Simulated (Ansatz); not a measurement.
# FGaGeH4: ionisation energy by level of theory

How much energy removes an electron from FGaGeH4 at fixed geometry? The cation is run at each level and the neutral's energy taken from earlier runs.

Method: unrestricted cation, the program's frozen cores in correlated methods; program: Ansatz 0.2.0, Gaussian basis.

Plan: UKS PBE-D4/def2-TZVPP; UKS r2SCAN-D4/def2-TZVPP; UKS PBE0-D4/def2-TZVPP; UKS B3LYP-D4/def2-TZVPP; UKS wB97X-V/def2-TZVPP; UKS wB97M-V/def2-TZVPP; UKS B2PLYP/def2-TZVPP; UHF-CCSD(T)/def2-TZVPP; UHF-MP2/def2-QZVPP; extrapolation to the limit; then −ε(HOMO) from the neutral's earlier runs with LDA (SPW92), PBE-D4, revPBE-D4, BLYP-D4, r2SCAN-D4, B97M-V, PBE0-D4, B3LYP-D4, r2SCANh-D4, r2SCAN0-D4, HSE06-D4, BHLYP-D4, CAM-B3LYP-D4, LC-ωPBE, ωB97X-V, ωB97M-V.

## 1. Structure used throughout

An earlier PBE0-D4 in a triple-zeta def2 set relaxation fixed the geometry.

7 atoms, charge 0, spin multiplicity 1.

Atoms are counted from 1 here; the program's logs count them from 0.

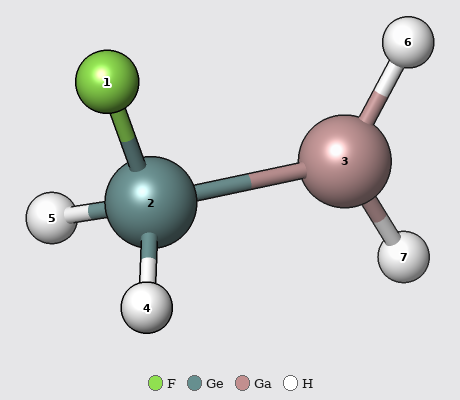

The geometry (fluorine green, germanium teal, gallium pink, hydrogen white); atoms are numbered from 1 in the order of the file.

## 2. Cation, UKS PBE-D4/def2-TZVPP

Input file in.yaml:

```yaml
crystal:
  periodic: [false, false, false]
  atoms:
    - {symbol: F, position_ang: [-2.240267, 0.155660, 0.094216]}
    - {symbol: Ge, position_ang: [-0.707994, -0.172951, -0.696328]}
    - {symbol: Ga, position_ang: [1.103717, 0.216291, 0.911511]}
    - {symbol: H, position_ang: [-0.831168, -1.628739, -1.196209]}
    - {symbol: H, position_ang: [-0.695766, 0.759832, -1.926793]}
    - {symbol: H, position_ang: [0.787145, 0.686009, 2.371068]}
    - {symbol: H, position_ang: [2.584334, -0.016102, 0.442526]}
basis:
  gaussian: {orbitals: def2-TZVPP}
total_charge: 1
magnetization: {spin_polarized: true, initial_magnetization: 1}
hamiltonian: {xc: pbe, dispersion: d4}
```

Run with:

```console
> ansatz run in.yaml --threads 2 --pin off --events-out ev --progress --plain --max-ram 31744MiB --backend cpu
```

Further steps of the session: Cation, UKS r2SCAN-D4/def2-TZVPP; Cation, UKS PBE0-D4/def2-TZVPP; Cation, UKS B3LYP-D4/def2-TZVPP; Cation, UKS wB97X-V/def2-TZVPP; Cation, UKS wB97M-V/def2-TZVPP; Cation, UKS B2PLYP (frozen core)/def2-TZVPP; Cation, UHF-CCSD(T)/def2-TZVPP; Cation, UHF-MP2/def2-QZVPP.

Q: Predict the results of all the runs planned. Wanted: ionisation energy, CCSD(T)/CBS; nearest functional by difference; nearest −ε(HOMO); −ε(HOMO) of PBE; T1 of the cation.

**Answer**, as computed:

| quantity | value |
| --- | --- |
| ionisation energy, CCSD(T)/CBS | 10.19 eV |
| nearest functional by difference | ωB97X-V (-0.16 eV) |
| nearest −ε(HOMO) | LC-ωPBE (+0.14 eV) |
| −ε(HOMO) of PBE | 6.65 eV |
| T1 of the cation | 0.018 |

In words: By cation minus neutral, the functionals miss by 0.58 eV at most. The PBE orbital energy is 3.5 eV too small: a semilocal HOMO is no ionisation energy. Among orbital estimates LC-ωPBE comes nearest. Hartree-Fock falls 0.71 eV short, as the neutral has more correlation energy than the cation. Correlated methods include outer-core shells of Ga, Ge, which these sets cover unevenly. With outer-core shells in play the reference is unsure by up to some tenths of an eV, so close misses can't be ranked.
